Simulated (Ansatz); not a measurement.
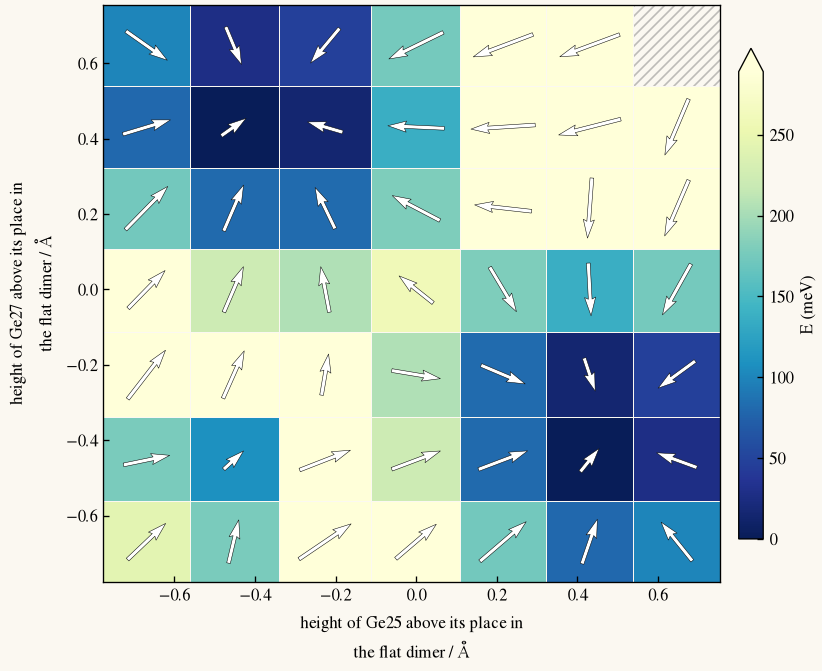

Energy landscape of a Ge(100) slab cut from the Fd-3m phase, its lower face capped with 8 H atoms (36 atoms in the cell). Two atoms of the surface dimers are held at set heights. The first coordinate is: height of Ge25 above its place in the flat dimer; the second: height of Ge27 above its place in the flat dimer. Relaxed at each point: all atoms of the upper layers, but for the two heights. Grid: 7 × 7 points; 27 points were computed and 21 follow by symmetry. At 1 point there is no value. Points are written as (first, second). All energies are given in meV relative to the lowest grid point. All numbers below come from DFT LDA, scalar-relativistic, plane waves, PAW in Ansatz 0.2.0. Settings: cutoff 420 eV, k-mesh 3×3×1, gaussian smearing 0.05 eV, no spin polarisation.

In the figure: one coloured cell a grid point, arrows along the force (downhill), their lengths compressed, one colour for all values above the top of the scale, hatched blanks where no value was computed. 

> Where are the lowest and the highest points?

The lowest grid point is at (−0.453 Å, 0.431 Å). The same energy is found at (0.431 Å, −0.453 Å). Other grid points that lie below all their neighbours: (−0.453 Å, −0.453 Å) (108 meV higher). The highest grid point, (0.431 Å, 0.647 Å), lies 621 meV above the lowest.

Each point was launched as `ansatz run input.yaml --threads 4 --pin off --max-ram 12288MiB --backend cpu --events-out ev --progress --plain --runs-dir out`. The whole map (27 points run) took 2.3 h on 4 threads of Arm Neoverse V1 (shared host).
